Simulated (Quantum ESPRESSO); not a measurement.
**YSi2Ir2: which magnetic order is lowest**

Aim: find out which collinear order of YSi2Ir2 costs least.

Main program and level: Quantum ESPRESSO 7.5; PBEsol; plane waves with GBRV 1.5 PBEsol potentials, no spin-orbit coupling.

The database entry behind the starting cell differs from later determinations by our own check (c about 0.9 % long), so it need not match the best structure at ambient conditions.

### 1. The starting structure

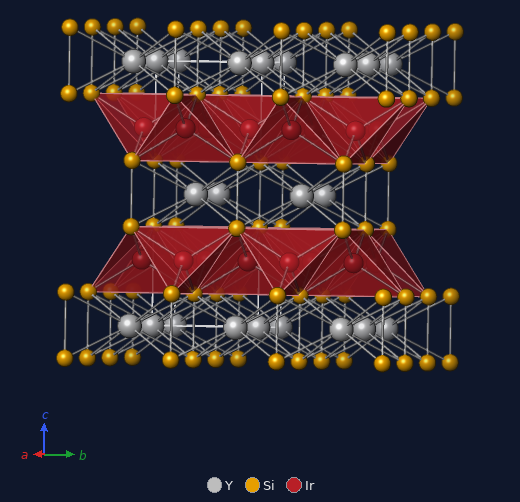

The starting structure, seen slightly off an axis (yttrium light grey, silicon orange, iridium red). 2×2×1 cells are drawn. This picture shows the conventional cell, with its axes. Some periodic images of atoms are drawn too.

Structure file:

```cif
data_structure
_symmetry_space_group_name_H-M 'P 1'
_symmetry_Int_Tables_number 1
_cell_length_a 5.7209
_cell_length_b 5.7209
_cell_length_c 5.7209
_cell_angle_alpha 138.540
_cell_angle_beta 138.540
_cell_angle_gamma 60.077
_cell_volume 81.23
loop_
_atom_site_label
_atom_site_type_symbol
_atom_site_fract_x
_atom_site_fract_y
_atom_site_fract_z
_atom_site_occupancy
Y1 Y 0.00000 0.00000 0.00000 1
Si2 Si 0.37500 0.37500 0.00000 1
Si3 Si 0.62500 0.62500 0.00000 1
Ir4 Ir 0.75000 0.25000 0.50000 1
Ir5 Ir 0.25000 0.75000 0.50000 1
```

The cell comes from the Crystallography Open Database.

### 2. Run 1 (ferro ++)

The signs are those of the starting moments on the seeded atoms, the atoms that are given a moment.

Input file pw.in:

```
&CONTROL
  calculation = 'scf'
  prefix = 'pwscf'
  outdir = './tmp'
  pseudo_dir = './pseudo'
  disk_io = 'nowf'
/
&SYSTEM
  ibrav = 0
  celldm(1) = 8
  nat = 5
  ntyp = 3
  ecutwfc = 40
  ecutrho = 280
  nbnd = 35
  occupations = 'smearing'
  smearing = 'fd'
  degauss = 0.00734986
  nspin = 2
  starting_magnetization(1) = 0
  starting_magnetization(2) = 0
  starting_magnetization(3) = 0.0667
/
&ELECTRONS
  conv_thr = 1d-08
  electron_maxstep = 150
  mixing_beta = 0.3
/
ATOMIC_SPECIES
Y      88.9058 y_pbesol_v1.4.uspp.F.UPF
Si     28.0850 si_pbesol_v1.uspp.F.UPF
Ir    192.2170 ir_pbesol_v1.2.uspp.F.UPF
CELL_PARAMETERS alat
  -0.4783369252959    0.4783369252959    1.1698585790261
   0.4783369252959   -0.4783369252959    1.1698585790261
   0.4783369252959    0.4783369252959   -1.1698585790261
ATOMIC_POSITIONS crystal
Y       0.0000000000    0.0000000000    0.0000000000
Si      0.3750000000    0.3750000000    0.0000000000
Si      0.6250000000    0.6250000000    0.0000000000
Ir      0.7500000000    0.2500000000    0.5000000000
Ir      0.2500000000    0.7500000000    0.5000000000
K_POINTS automatic
10 10 10 0 0 0
```

On the command line:

```bash
$ OMP_NUM_THREADS=1 mpirun -n 4 pw.x -nk 4 -in pw.in > pw.out
```

Output:

```text
Program PWSCF v.7.5 starts

     Message from routine setup:
     using ibrav=0 with symmetry is DISCOURAGED, use correct ibrav instead

     K-points division:     npool     =       4
     Subspace diagonalization in iterative solution of the eigenvalue problem:

     G-vector sticks info
     --------------------
     sticks:   dense  smooth     PW     G-vecs:    dense   smooth      PW
     Sum        2245    1285    451                43425    18809    3903

     Using Slab Decomposition

     bravais-lattice index     =            0
     lattice parameter (alat)  =       8.0000  a.u.
     unit-cell volume          =     548.1900 (a.u.)^3
     number of atoms/cell      =            5
     number of atomic types    =            3
     number of electrons       =        49.00
     number of Kohn-Sham states=           35
     kinetic-energy cutoff     =      40.0000  Ry
     charge density cutoff     =     280.0000  Ry
     scf convergence threshold =      1.0E-08
     mixing beta               =       0.3000
     number of iterations used =            8  plain     mixing
     Exchange-correlation= SLA  PW   PSX  PSC
                           (   1   4  10   8   0   0   0)

     celldm(1)=   8.000000  celldm(2)=   0.000000  celldm(3)=   0.000000
     celldm(4)=   0.000000  celldm(5)=   0.000000  celldm(6)=   0.000000

     crystal axes: (cart. coord. in units of alat)
               a(1) = (  -0.478337   0.478337   1.169859 )
               a(2) = (   0.478337  -0.478337   1.169859 )
               a(3) = (   0.478337   0.478337  -1.169859 )

     reciprocal axes: (cart. coord. in units 2 pi/alat)
               b(1) = ( -0.000000  1.045288  0.427402 )
               b(2) = (  1.045288 -0.000000  0.427402 )
               b(3) = (  1.045288  1.045288  0.000000 )

     PseudoPot. # 1 for Y  read from file:
     y_pbesol_v1.4.uspp.F.UPF
     Pseudo is Ultrasoft + core correction, Zval = 11.0
     Generated by new atomic code, or converted to UPF format
     Using radial grid of  885 points,  6 beta functions with:
                l(1) =   0
                l(2) =   0
                l(3) =   1
                l(4) =   1
                l(5) =   2
                l(6) =   2
     Q(r) pseudized with  8 coefficients,  rinner =    1.200   1.200   1.200
                                                       1.200   1.200

     PseudoPot. # 2 for Si read from file:
     si_pbesol_v1.uspp.F.UPF
     Pseudo is Ultrasoft + core correction, Zval =  4.0
     Generated by new atomic code, or converted to UPF format
     Using radial grid of  899 points,  6 beta functions with:
                l(1) =   0
                l(2) =   0
                l(3) =   1
                l(4) =   1
                l(5) =   2
                l(6) =   2
     Q(r) pseudized with  8 coefficients,  rinner =    0.900   0.900   0.900
                                                       0.900   0.900

     PseudoPot. # 3 for Ir read from file:
     ir_pbesol_v1.2.uspp.F.UPF
     Pseudo is Ultrasoft + core correction, Zval = 15.0
     Generated by new atomic code, or converted to UPF format
     Using radial grid of  983 points,  7 beta functions with:
                l(1) =   0
                l(2) =   0
                l(3) =   1
                l(4) =   1
                l(5) =   1
                l(6) =   2
                l(7) =   2
     Q(r) pseudized with  8 coefficients,  rinner =    1.400   1.400   1.400
                                                       1.400   1.400

     atomic species   valence    mass     pseudopotential
     Y                11.00    88.90580     Y ( 1.00)
     Si                4.00    28.08500     Si( 1.00)
     Ir               15.00   192.21700     Ir( 1.00)

     Starting magnetic structure
     atomic species   magnetization
     Y               0.000
     Si              0.000
     Ir              0.067

     16 Sym. Ops., with inversion, found

   Cartesian axes

     site n.     atom                  positions (alat units)
         1        Y      tau(   1) = (   0.0000000   0.0000000   0.0000000  )
         2        Si     tau(   2) = (   0.0000000   0.0000000   0.8773939  )
         3        Si     tau(   3) = (   0.0000000   0.0000000   1.4623232  )
         4        Ir     tau(   4) = (   0.0000000   0.4783369   0.5849293  )
         5        Ir     tau(   5) = (   0.4783369   0.0000000   0.5849293  )

     number of k points=   102  Fermi-Dirac smearing, width (Ry)=  0.0073

     Number of k-points >= 100: set verbosity='high' to print them.

     Dense  grid:    43425 G-vectors     FFT dimensions: (  60,  60,  60)

     Smooth grid:    18809 G-vectors     FFT dimensions: (  45,  45,  45)

     Generating pointlists ...
     new r_m :   0.3040 (alat units)  2.4321 (a.u.) for type    1
     new r_m :   0.2313 (alat units)  1.8502 (a.u.) for type    2
     new r_m :   0.2313 (alat units)  1.8502 (a.u.) for type    3

     Initial potential from superposition of free atoms

     starting charge      47.9945, renormalised to      49.0000

     negative rho (up, down):  3.863E-01 3.376E-01
     Starting wfcs are   45 randomized atomic wfcs

     Self-consistent Calculation

     iteration #  1     ecut=    40.00 Ry     beta= 0.30
     Davidson diagonalization with overlap
     ethr =  1.00E-02,  avg # of iterations =  3.5

     negative rho (up, down):  3.500E-01 3.116E-01

     total energy              =    -474.76679031 Ry
     estimated scf accuracy    <       3.37389447 Ry

     total magnetization       =     0.41 Bohr mag/cell
     absolute magnetization    =     0.59 Bohr mag/cell

     iteration #  2     ecut=    40.00 Ry     beta= 0.30
     Davidson diagonalization with overlap
     ethr =  6.89E-03,  avg # of iterations =  2.0

     negative rho (up, down):  3.467E-01 3.133E-01

     total energy              =    -475.42023476 Ry
     estimated scf accuracy    <       0.74156954 Ry

     total magnetization       =     0.39 Bohr mag/cell
     absolute magnetization    =     0.49 Bohr mag/cell

     iteration #  3     ecut=    40.00 Ry     beta= 0.30
     Davidson diagonalization with overlap
     ethr =  1.51E-03,  avg # of iterations =  1.2

     negative rho (up, down):  3.293E-01 3.093E-01

     total energy              =    -475.49891941 Ry
     estimated scf accuracy    <       0.07603727 Ry

     total magnetization       =     0.12 Bohr mag/cell
     absolute magnetization    =     0.29 Bohr mag/cell

     [... further iterations left out ...]

     iteration # 10     ecut=    40.00 Ry     beta= 0.30
     Davidson diagonalization with overlap
     ethr =  3.76E-09,  avg # of iterations =  4.4

     negative rho (up, down):  3.153E-01 3.152E-01

     total energy              =    -475.51326871 Ry
     estimated scf accuracy    <       0.00000029 Ry

     total magnetization       =     0.00 Bohr mag/cell
     absolute magnetization    =     0.00 Bohr mag/cell

     iteration # 11     ecut=    40.00 Ry     beta= 0.30
     Davidson diagonalization with overlap
     ethr =  5.85E-10,  avg # of iterations =  2.5

     negative rho (up, down):  3.153E-01 3.153E-01

     total energy              =    -475.51326885 Ry
     estimated scf accuracy    <       0.00000002 Ry

     total magnetization       =     0.00 Bohr mag/cell
     absolute magnetization    =     0.00 Bohr mag/cell

     iteration # 12     ecut=    40.00 Ry     beta= 0.30
     Davidson diagonalization with overlap
     ethr =  4.30E-11,  avg # of iterations =  3.7

     negative rho (up, down):  3.153E-01 3.153E-01

     total energy              =    -475.51326888 Ry
     estimated scf accuracy    <       0.00000001 Ry

     total magnetization       =     0.00 Bohr mag/cell
     absolute magnetization    =     0.00 Bohr mag/cell

     iteration # 13     ecut=    40.00 Ry     beta= 0.30
     Davidson diagonalization with overlap
     ethr =  2.64E-11,  avg # of iterations =  2.1

     negative rho (up, down):  3.153E-01 3.153E-01

     Magnetic moment per site  (integrated on atomic sphere of radius R)
     atom   1 (R=0.304)  charge=  8.9676  magn=  0.0000
     atom   2 (R=0.231)  charge=  1.9742  magn= -0.0000
     atom   3 (R=0.231)  charge=  1.9742  magn= -0.0000
     atom   4 (R=0.231)  charge= 11.6329  magn=  0.0000
     atom   5 (R=0.231)  charge= 11.6329  magn=  0.0000

     End of self-consistent calculation

     Number of k-points >= 100: set verbosity='high' to print the bands.

     the Fermi energy is    16.2733 ev

!    total energy              =    -475.51326890 Ry
     estimated scf accuracy    <          1.4E-10 Ry
     smearing contrib. (-TS)   =      -0.00390249 Ry
     internal energy E=F+TS    =    -475.50936641 Ry

     The total energy is F=E-TS. E is the sum of the following terms:
     one-electron contribution =    -104.68884981 Ry
     hartree contribution      =      83.35028087 Ry
     xc contribution           =    -136.64595032 Ry
     ewald contribution        =    -317.52484715 Ry

     total magnetization       =     0.00 Bohr mag/cell
     absolute magnetization    =     0.00 Bohr mag/cell

     convergence has been achieved in  13 iterations

=------------------------------------------------------------------------------=
   JOB DONE.
=------------------------------------------------------------------------------=
```

Run time: 62 s. Hardware: 4 MPI ranks of AMD EPYC 9R45, shared host; peak memory 0.89 GiB.

The spin moment in the atom's sphere vanishes on all atoms.

Read from the output:

- smearing term TS: 0.05310 eV
- magnetization: 0 μB
- absolute magnetization: 0 μB
- final state: non-magnetic

### 3. Run 2, typed as antiferro q=(0,0,1/2) +−−+

The cell is doubled to 10 atoms to hold this order. The wavevector q is in fractions of the reciprocal vectors of the crystal's primitive cell, as the cells of these inputs are built from it; moments change sign between cells as cos(2π q·R).

Input file pw.in:

```
&CONTROL
  calculation = 'scf'
  prefix = 'pwscf'
  outdir = './tmp'
  pseudo_dir = './pseudo'
  disk_io = 'nowf'
/
&SYSTEM
  ibrav = 0
  celldm(1) = 8
  nat = 10
  ntyp = 4
  ecutwfc = 40
  ecutrho = 280
  nbnd = 63
  occupations = 'smearing'
  smearing = 'fd'
  degauss = 0.00734986
  nspin = 2
  starting_magnetization(1) = 0
  starting_magnetization(2) = 0
  starting_magnetization(3) = 0.0667
  starting_magnetization(4) = -0.0667
/
&ELECTRONS
  conv_thr = 2d-08
  electron_maxstep = 150
  mixing_beta = 0.3
/
ATOMIC_SPECIES
Y      88.9058 y_pbesol_v1.4.uspp.F.UPF
Si     28.0850 si_pbesol_v1.uspp.F.UPF
Ir1   192.2170 ir_pbesol_v1.2.uspp.F.UPF
Ir2   192.2170 ir_pbesol_v1.2.uspp.F.UPF
CELL_PARAMETERS alat
  -0.4783369252959    0.4783369252959    1.1698585790261
   0.4783369252959   -0.4783369252959    1.1698585790261
   0.9566738505918    0.9566738505918   -2.3397171580523
ATOMIC_POSITIONS crystal
Y       0.0000000000    0.0000000000    0.0000000000
Y       0.0000000000    0.0000000000    0.5000000000
Si      0.3750000000    0.3750000000    0.0000000000
Si      0.3750000000    0.3750000000    0.5000000000
Si      0.6250000000    0.6250000000    0.0000000000
Si      0.6250000000    0.6250000000    0.5000000000
Ir1     0.7500000000    0.2500000000    0.2500000000
Ir2     0.7500000000    0.2500000000    0.7500000000
Ir2     0.2500000000    0.7500000000    0.2500000000
Ir1     0.2500000000    0.7500000000    0.7500000000
K_POINTS automatic
10 10 5 0 0 0
```

Output:

```text
[banner, memory and clock lines left out]
Program PWSCF v.7.5 starts

     Message from routine setup:
     using ibrav=0 with symmetry is DISCOURAGED, use correct ibrav instead

     bravais-lattice index     =            0
     lattice parameter (alat)  =       8.0000  a.u.
     unit-cell volume          =    1096.3801 (a.u.)^3
     number of atoms/cell      =           10
     number of atomic types    =            4
     number of electrons       =        98.00
     number of Kohn-Sham states=           63
     kinetic-energy cutoff     =      40.0000  Ry
     charge density cutoff     =     280.0000  Ry
     scf convergence threshold =      2.0E-08
     mixing beta               =       0.3000
     number of iterations used =            8  plain     mixing
     Exchange-correlation= SLA  PW   PSX  PSC
                           (   1   4  10   8   0   0   0)

     celldm(1)=   8.000000  celldm(2)=   0.000000  celldm(3)=   0.000000
     celldm(4)=   0.000000  celldm(5)=   0.000000  celldm(6)=   0.000000

     crystal axes: (cart. coord. in units of alat)
               a(1) = (  -0.478337   0.478337   1.169859 )
               a(2) = (   0.478337  -0.478337   1.169859 )
               a(3) = (   0.956674   0.956674  -2.339717 )

     reciprocal axes: (cart. coord. in units 2 pi/alat)
               b(1) = (  0.000000  1.045288  0.427402 )
               b(2) = (  1.045288  0.000000  0.427402 )
               b(3) = (  0.522644  0.522644  0.000000 )

     PseudoPot. # 1 for Y  read from file:
     y_pbesol_v1.4.uspp.F.UPF
     Pseudo is Ultrasoft + core correction, Zval = 11.0

     PseudoPot. # 2 for Si read from file:
     si_pbesol_v1.uspp.F.UPF
     Pseudo is Ultrasoft + core correction, Zval =  4.0

     PseudoPot. # 3 for Ir read from file:
     ir_pbesol_v1.2.uspp.F.UPF
     Pseudo is Ultrasoft + core correction, Zval = 15.0

     PseudoPot. # 4 for Ir read from file:
     ir_pbesol_v1.2.uspp.F.UPF
     Pseudo is Ultrasoft + core correction, Zval = 15.0

     atomic species   valence    mass     pseudopotential
     Y                11.00    88.90580     Y ( 1.00)
     Si                4.00    28.08500     Si( 1.00)
     Ir1              15.00   192.21700     Ir( 1.00)
     Ir2              15.00   192.21700     Ir( 1.00)

     Starting magnetic structure
     atomic species   magnetization
     Y               0.000
     Si              0.000
     Ir1             0.067
     Ir2            -0.067

      8 Sym. Ops., with inversion, found ( 4 have fractional translation)

   Cartesian axes

     site n.     atom                  positions (alat units)
         1        Y      tau(   1) = (   0.0000000   0.0000000   0.0000000  )
         2        Y      tau(   2) = (   0.4783369   0.4783369  -1.1698586  )
         3        Si     tau(   3) = (   0.0000000   0.0000000   0.8773939  )
         4        Si     tau(   4) = (   0.4783369   0.4783369  -0.2924646  )
         5        Si     tau(   5) = (   0.0000000   0.0000000   1.4623232  )
         6        Si     tau(   6) = (   0.4783369   0.4783369   0.2924646  )
         7        Ir1    tau(   7) = (   0.0000000   0.4783369   0.5849293  )
         8        Ir2    tau(   8) = (   0.4783369   0.9566739  -0.5849293  )
         9        Ir2    tau(   9) = (   0.4783369   0.0000000   0.5849293  )
        10        Ir1    tau(  10) = (   0.9566739   0.4783369  -0.5849293  )

     number of k points=    93  Fermi-Dirac smearing, width (Ry)=  0.0073
                       cart. coord. in units 2pi/alat
        k(    1) = (   0.0000000   0.0000000   0.0000000), wk =   0.0020000
        k(    2) = (   0.1045288   0.1045288   0.0000000), wk =   0.0040000
        k(    3) = (   0.2090577   0.2090577   0.0000000), wk =   0.0040000
        k(    4) = (   0.1045288   0.0000000   0.0427402), wk =   0.0160000
        k(    5) = (   0.2090577   0.1045288   0.0427402), wk =   0.0160000
        [... 88 further k-points ...]

     Dense  grid:    86777 G-vectors     FFT dimensions: (  60,  60, 120)

     Smooth grid:    37595 G-vectors     FFT dimensions: (  45,  45,  90)

     Generating pointlists ...
     new r_m :   0.3040 (alat units)  2.4321 (a.u.) for type    1
     new r_m :   0.2313 (alat units)  1.8502 (a.u.) for type    2
     new r_m :   0.2313 (alat units)  1.8502 (a.u.) for type    3
     new r_m :   0.2313 (alat units)  1.8502 (a.u.) for type    4

     Initial potential from superposition of free atoms

     starting charge      95.9890, renormalised to      98.0000

     negative rho (up, down):  7.239E-01 7.239E-01
     Starting wfcs are   90 randomized atomic wfcs

     Self-consistent Calculation

     iteration #  1     ecut=    40.00 Ry     beta= 0.30
     Davidson diagonalization with overlap
     ethr =  1.00E-02,  avg # of iterations =  2.5

     negative rho (up, down):  6.624E-01 6.624E-01

     total energy              =    -949.61289368 Ry
     estimated scf accuracy    <       6.55132687 Ry

     total magnetization       =     0.00 Bohr mag/cell
     absolute magnetization    =     1.18 Bohr mag/cell

     iteration #  2     ecut=    40.00 Ry     beta= 0.30
     Davidson diagonalization with overlap
     ethr =  6.69E-03,  avg # of iterations =  2.0

     negative rho (up, down):  6.586E-01 6.586E-01

     total energy              =    -950.89015718 Ry
     estimated scf accuracy    <       1.19351271 Ry

     total magnetization       =     0.00 Bohr mag/cell
     absolute magnetization    =     0.94 Bohr mag/cell

     [... further iterations left out ...]

     iteration # 13     ecut=    40.00 Ry     beta= 0.30
     Davidson diagonalization with overlap
     ethr =  8.32E-11,  avg # of iterations =  4.2

     negative rho (up, down):  6.305E-01 6.305E-01

     total energy              =    -951.02653778 Ry
     estimated scf accuracy    <       0.00000006 Ry

     total magnetization       =     0.00 Bohr mag/cell
     absolute magnetization    =     0.00 Bohr mag/cell

     iteration # 14     ecut=    40.00 Ry     beta= 0.30
     Davidson diagonalization with overlap
     ethr =  6.13E-11,  avg # of iterations =  2.3

     negative rho (up, down):  6.305E-01 6.305E-01

     Magnetic moment per site  (integrated on atomic sphere of radius R)
     atom   1 (R=0.304)  charge=  8.9676  magn=  0.0000
     atom   2 (R=0.304)  charge=  8.9676  magn=  0.0000
     atom   3 (R=0.231)  charge=  1.9742  magn= -0.0000
     atom   4 (R=0.231)  charge=  1.9742  magn= -0.0000
     atom   5 (R=0.231)  charge=  1.9742  magn= -0.0000
     atom   6 (R=0.231)  charge=  1.9742  magn= -0.0000
     atom   7 (R=0.231)  charge= 11.6329  magn=  0.0000
     atom   8 (R=0.231)  charge= 11.6329  magn= -0.0000
     atom   9 (R=0.231)  charge= 11.6329  magn= -0.0000
     atom  10 (R=0.231)  charge= 11.6329  magn=  0.0000

     End of self-consistent calculation

     Number of k-points >= 100: set verbosity='high' to print the bands.

     the Fermi energy is    16.2733 ev

!    total energy              =    -951.02653780 Ry
     estimated scf accuracy    <          6.1E-09 Ry
     smearing contrib. (-TS)   =      -0.00780512 Ry
     internal energy E=F+TS    =    -951.01873268 Ry

     The total energy is F=E-TS. E is the sum of the following terms:
     one-electron contribution =    -209.37694652 Ry
     hartree contribution      =     166.69975252 Ry
     xc contribution           =    -273.29184438 Ry
     ewald contribution        =    -635.04969430 Ry

     total magnetization       =     0.00 Bohr mag/cell
     absolute magnetization    =     0.00 Bohr mag/cell

     convergence has been achieved in  14 iterations
```

It took 4.6 min on 4 MPI ranks; peak memory 1.8 GiB.

The spin moment in the atom's sphere vanishes on all atoms.

Numbers from this step:

```
smearing term TS       : 0.1062 eV
magnetization          : 0 μB
absolute magnetization : 0 μB
final state            : non-magnetic
```

(Continued in part 2 of 2.)

[Logs and program files are shortened in this print: banners, set-up blocks, solver, clock and traceback lines can be left out without a mark of their own.]

[Logs are printed without paths, hosts, clocks, repeated set-up lines and the standing remarks that a program may print on its own settings, such as how far it seeks lower states.]

[Hosts, paths, dates, database ids (printed as entryN), source tags and the programs' standing remarks are cut or masked in the printed files.]

[Where a cell is said to come from a database of computed structures, the database is the Materials Project.]
